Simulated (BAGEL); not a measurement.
# H7Si3 (SMILES [SiH3][SiH][SiH3]): UHF/3-21G (density fitting with qzvpp-jkfit)

Aim: the vertical doublet–quartet gap of H7Si3 at UHF/3-21G (density fitting with qzvpp-jkfit), from 2 runs. 

Program for the calculation: BAGEL 1.2.2.

## Step 1: Starting point

The species is H7Si3 (10 atoms), typed as a doublet with charge 0. As SMILES, `[SiH3][SiH][SiH3]`. The shape is that of a PBE0-D4/def2-TZVP optimisation.

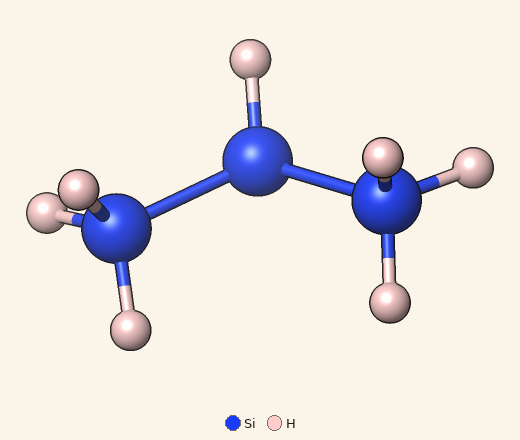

The structure, seen from a chosen angle (silicon blue, hydrogen pink).

## Step 2: The energy at UHF/3-21G (density fitting with qzvpp-jkfit)

job.json reads:

```json
{ "bagel" : [

{
  "title" : "molecule",
  "basis" : "3-21g",
  "df_basis" : "qzvpp-jkfit",
  "angstrom" : "true",
  "geometry" : [
    { "atom" : "Si", "xyz" : [   -1.326900,    0.854900,   -1.209200 ] },
    { "atom" : "Si", "xyz" : [    0.719400,   -0.131600,   -0.719600 ] },
    { "atom" : "Si", "xyz" : [    1.000400,   -1.003300,    1.416100 ] },
    { "atom" : "H", "xyz" : [   -2.411900,   -0.065200,   -0.777100 ] },
    { "atom" : "H", "xyz" : [   -1.443700,    1.089800,   -2.673000 ] },
    { "atom" : "H", "xyz" : [   -1.505500,    2.157900,   -0.508900 ] },
    { "atom" : "H", "xyz" : [    1.885800,    0.672200,   -1.184600 ] },
    { "atom" : "H", "xyz" : [   -0.178100,   -1.849500,    1.741300 ] },
    { "atom" : "H", "xyz" : [    1.115000,    0.064100,    2.449300 ] },
    { "atom" : "H", "xyz" : [    2.228500,   -1.840300,    1.468800 ] }
  ]
},
{
  "title" : "uhf",
  "nopen" : 1
},
{
  "title" : "print",
  "file" : "orbitals.molden",
  "orbitals" : "true"
}

]}
```

The run is started by

```
$ BAGEL_NUM_THREADS=1 BAGEL job.json > job.out
```

Log:

```text
* using 1 threads per process

  ===============================================================
  ===============================================================

  *** Geometry ***

  { "atom" : "Si", "xyz" : [     -2.507478,      1.615527,     -2.285057 ] },
  { "atom" : "Si", "xyz" : [      1.359469,     -0.248688,     -1.359847 ] },
  { "atom" : "Si", "xyz" : [      1.890482,     -1.895962,      2.676041 ] },
  { "atom" : "H", "xyz" : [     -4.557830,     -0.123210,     -1.468506 ] },
  { "atom" : "H", "xyz" : [     -2.728198,      2.059424,     -5.051238 ] },
  { "atom" : "H", "xyz" : [     -2.844983,      4.077840,     -0.961682 ] },
  { "atom" : "H", "xyz" : [      3.563646,      1.270274,     -2.238570 ] },
  { "atom" : "H", "xyz" : [     -0.336560,     -3.495048,      3.290580 ] },
  { "atom" : "H", "xyz" : [      2.107045,      0.121131,      4.628506 ] },
  { "atom" : "H", "xyz" : [      4.211255,     -3.477663,      2.775630 ] },

  Number of auxiliary basis functions:      510

  Since a DF basis is specified, we compute 2- and 3-index integrals:
    o Being stored without compression. Storage requirement is 0.011 GB

  Number of basis functions:       53
  Number of electrons      :       49

    * METHOD: MOLECULE                             0.17

  *** Open-shell HF ***

  === Nuclear Repulsion ===
   181.6728796347

      * DIIS with orbital gradients will be used.

  === UHF iteration (3-21g) ===
      0       -866.15575432          0.01493893           0.08
      1       -866.19427948          0.00428142           0.08
      2       -866.19766325          0.00124805           0.08
      3       -866.19827942          0.00037852           0.08
      4       -866.19839939          0.00013477           0.08
      5       -866.19844745          0.00002532           0.08
      6       -866.19845645          0.00000847           0.09
      7       -866.19845878          0.00000510           0.09
      8       -866.19845960          0.00000309           0.09
      9       -866.19845989          0.00000087           0.08
     10       -866.19845989          0.00000027           0.09
     11       -866.19845989          0.00000011           0.09
     12       -866.19845989          0.00000004           0.09
     13       -866.19845989          0.00000002           0.09
     14       -866.19845989          0.00000001           0.08
     15       -866.19845989          0.00000001           0.08
    * SCF iteration converged.

    * S^2 (UHF) is 0.7607

    * Permanent dipole moment:
           (    0.001770,     0.007905,     0.004186) a.u.

    * METHOD: UHF                                  1.43

    * METHOD: PRINT                                0.01

  ===============================================================
```

Run time: 1.8 s. Hardware: 1 thread of Arm Neoverse V2, shared host; peak memory 0.089 GiB.

## Step 3: The quartet

input.json reads:

```json
{ "bagel": [

{
  "title": "molecule",
  "basis": "3-21g",
  "df_basis": "qzvpp-jkfit",
  "angstrom": true,
  "geometry": [
    { "atom": "Si", "xyz": [   -1.326900,    0.854900,   -1.209200 ] },
    { "atom": "Si", "xyz": [    0.719400,   -0.131600,   -0.719600 ] },
    { "atom": "Si", "xyz": [    1.000400,   -1.003300,    1.416100 ] },
    { "atom": "H", "xyz": [   -2.411900,   -0.065200,   -0.777100 ] },
    { "atom": "H", "xyz": [   -1.443700,    1.089800,   -2.673000 ] },
    { "atom": "H", "xyz": [   -1.505500,    2.157900,   -0.508900 ] },
    { "atom": "H", "xyz": [    1.885800,    0.672200,   -1.184600 ] },
    { "atom": "H", "xyz": [   -0.178100,   -1.849500,    1.741300 ] },
    { "atom": "H", "xyz": [    1.115000,    0.064100,    2.449300 ] },
    { "atom": "H", "xyz": [    2.228500,   -1.840300,    1.468800 ] }
  ]
},
{ "title": "uhf", "nopen": 3 },
{ "title": "print", "file": "orbitals.molden", "orbitals": true }

]}
```

The run is started by

```
$ BAGEL_NUM_THREADS=1 BAGEL input.json > input.out
```

Log:

```text
* using 1 threads per process

  ===============================================================
  ===============================================================

  *** Geometry ***

  { "atom" : "Si", "xyz" : [     -2.507478,      1.615527,     -2.285057 ] },
  { "atom" : "Si", "xyz" : [      1.359469,     -0.248688,     -1.359847 ] },
  { "atom" : "Si", "xyz" : [      1.890482,     -1.895962,      2.676041 ] },
  { "atom" : "H", "xyz" : [     -4.557830,     -0.123210,     -1.468506 ] },
  { "atom" : "H", "xyz" : [     -2.728198,      2.059424,     -5.051238 ] },
  { "atom" : "H", "xyz" : [     -2.844983,      4.077840,     -0.961682 ] },
  { "atom" : "H", "xyz" : [      3.563646,      1.270274,     -2.238570 ] },
  { "atom" : "H", "xyz" : [     -0.336560,     -3.495048,      3.290580 ] },
  { "atom" : "H", "xyz" : [      2.107045,      0.121131,      4.628506 ] },
  { "atom" : "H", "xyz" : [      4.211255,     -3.477663,      2.775630 ] },

  Number of auxiliary basis functions:      510

  Since a DF basis is specified, we compute 2- and 3-index integrals:
    o Being stored without compression. Storage requirement is 0.011 GB

  Number of basis functions:       53
  Number of electrons      :       49

    * METHOD: MOLECULE                             0.17

  *** Open-shell HF ***

  === Nuclear Repulsion ===
   181.6728796347

      * DIIS with orbital gradients will be used.

  === UHF iteration (3-21g) ===
      0       -865.89438828          0.01502039           0.09
      1       -865.94352058          0.00522705           0.08
      2       -865.94892509          0.00147288           0.08
      3       -865.95011018          0.00067400           0.08
      4       -865.95044131          0.00021617           0.08
      5       -865.95056414          0.00006538           0.08
      6       -865.95059226          0.00002425           0.08
      7       -865.95059610          0.00001111           0.08
      8       -865.95059682          0.00000376           0.08
      9       -865.95059694          0.00000231           0.08
     10       -865.95059699          0.00000111           0.08
     11       -865.95059700          0.00000057           0.08
     12       -865.95059700          0.00000040           0.08
     13       -865.95059700          0.00000032           0.08
     14       -865.95059700          0.00000028           0.08
     15       -865.95059700          0.00000027           0.09
     16       -865.95059700          0.00000026           0.09
     17       -865.95059700          0.00000026           0.08
     18       -865.95059700          0.00000026           0.09
     19       -865.95059700          0.00000023           0.08
     20       -865.95059701          0.00000010           0.09
     21       -865.95059701          0.00000006           0.09
     22       -865.95059701          0.00000003           0.08
     23       -865.95059701          0.00000002           0.08
     24       -865.95059701          0.00000001           0.08
     25       -865.95059701          0.00000001           0.09
    * SCF iteration converged.

    * S^2 (UHF) is 3.7675

    * Permanent dipole moment:
           (   -0.070731,    -0.030319,     0.040275) a.u.

    * METHOD: UHF                                  2.27

    * METHOD: PRINT                                0.01

  ===============================================================
```

It took 2.6 s on 1 thread of Arm Neoverse V2, shared host; peak memory 0.088 GiB.

## Step 4: Summary of results

At UHF/3-21G (density fitting with qzvpp-jkfit):

| quantity | value |
| --- | --- |
| doublet: total energy | -866.19846 Eh |
| doublet: dipole moment | 0.02 D |
| doublet: ⟨S²⟩ | 0.761 |
| quartet: total energy | -865.95060 Eh |
| quartet: dipole moment | 0.22 D |
| quartet: ⟨S²⟩ | 3.768 |
| vertical energy of the quartet above the doublet | 6.745 eV |

What this shows: At this shape the quartet lies 6.74 eV (156 kcal/mol) above the doublet.
